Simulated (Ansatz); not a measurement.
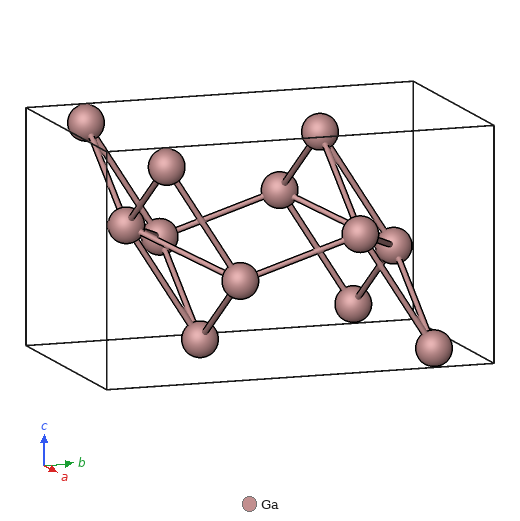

Ga, space group Cmce (No. 64), a = 4.523 Å, b = 7.661 Å, c = 4.524 Å, α = 90.00°, β = 90.00°, γ = 90.00°

| site | Wyckoff | x | y | z |
| --- | --- | --- | --- | --- |
| Ga | 8f | 0.5000 | 0.1549 | 0.5810 |

The structure is the input geometry of an electronic-structure calculation and need not be at equilibrium.

Question: Compute the Voronoi cell of each site (no radii): faces and volume.

Answer:
| site | faces above 1 % of the sphere | volume (Å³) | solid angle by neighbour (%) |
| --- | --- | --- | --- |
| Ga | 9 | 19.59 | Ga 100 |

Weighted by multiplicity the volumes add up to the cell volume, 156.8 Å³.

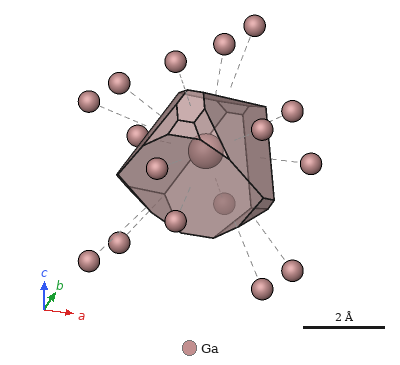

The computed Voronoi cell of Ga, with the neighbours that bound it.
